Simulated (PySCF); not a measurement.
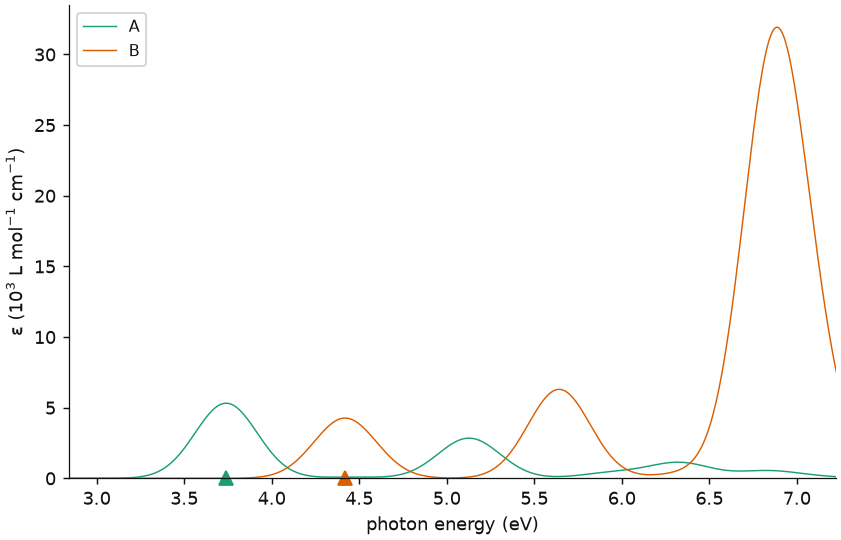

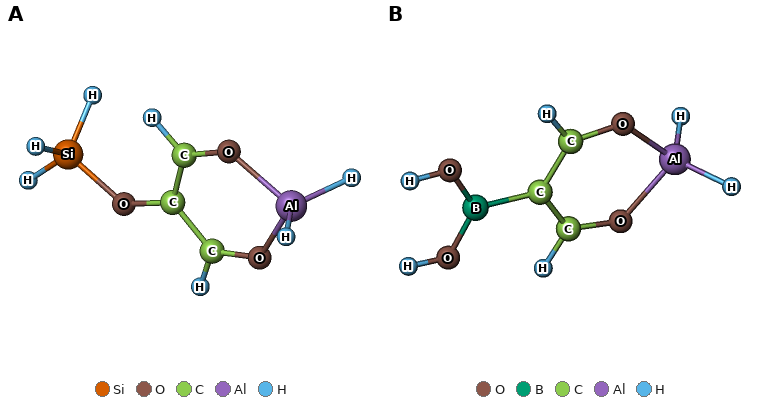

Related molecules: A is C₃H₇AlO₃Si, SMILES [SiH3]OC1=C[O][AlH2-][O+]=C1, singlet; B is C₃H₆AlBO₄, SMILES OB(O)C1=C[O][AlH2-][O+]=C1, singlet. Vertical TDDFT absorption, CAM-B3LYP/def2-SVPD with PySCF, at a PBE0-D3(BJ)/def2-SVP geometry (no frequency check); Gaussians of 1/e half-width 0.25 eV, triangles mark S1, and the range ends where the computed states of one molecule run out.

How does the lowest singlet move?

Answer. A: 3.74 eV (f = 0.082, mainly HOMO → LUMO (99 %)); B: 4.42 eV (f = 0.065, mainly HOMO → LUMO (98 %)). From A to B it shifts 0.68 eV to the blue.

And the brightest state of each within the range drawn?

Answer. A: S1 at 3.74 eV, f = 0.08; B: S7 at 6.87 eV, f = 0.45.

Caveats, for all or some of the runs: core orbitals are frozen in the response; one conformer of a flexible molecule.
